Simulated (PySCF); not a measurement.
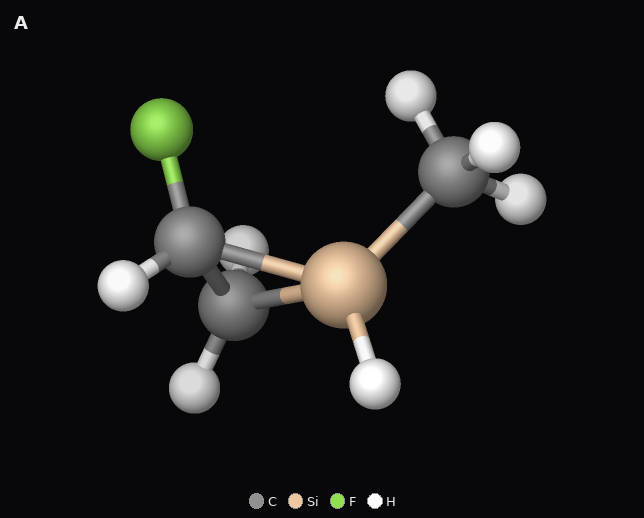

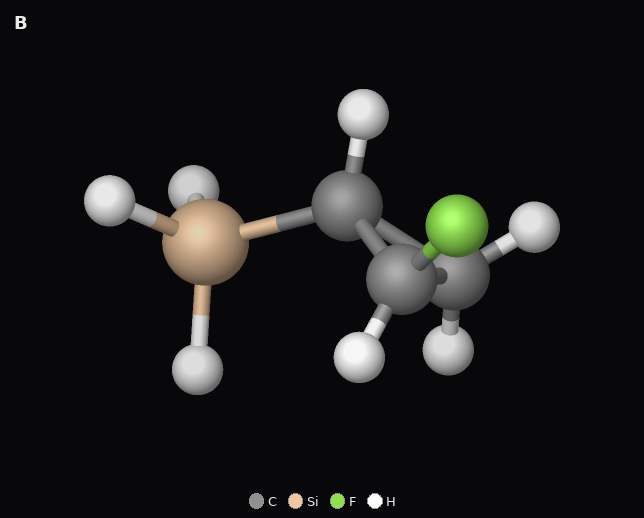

2 stationary structures of one formula. Geometries: PBE0-D3(BJ)/def2-SVP. Electronic energies: PBE0-D3(BJ)/def2-SVP (PySCF 2.14.0), without zero-point energy. No frequency run is at hand to confirm each as a minimum.

Question: Are they conformers, stereoisomers or constitutional isomers?

Answer: They are constitutional isomers of C3H7FSi: A `C[Si@@H]1C[C@@H]1F`, B `F[C@@H]1C[C@H]1[SiH3]`.

Question: Rank them by energy, lowest first.

Answer: B is lowest; A lies 0.029 eV above it.

Give E(B) − E(A) in eV at these levels too: PBE/pcSseg-2; PBE0/pcSseg-1; PBE0-D3(BJ)/def2-SVP; CAM-B3LYP/def2-SVPD.

```csv
level,E(B) − E(A) (eV)
PBE/pcSseg-2,+0.192
PBE0/pcSseg-1,+0.026
PBE0-D3(BJ)/def2-SVP,−0.029
CAM-B3LYP/def2-SVPD,−0.069
```
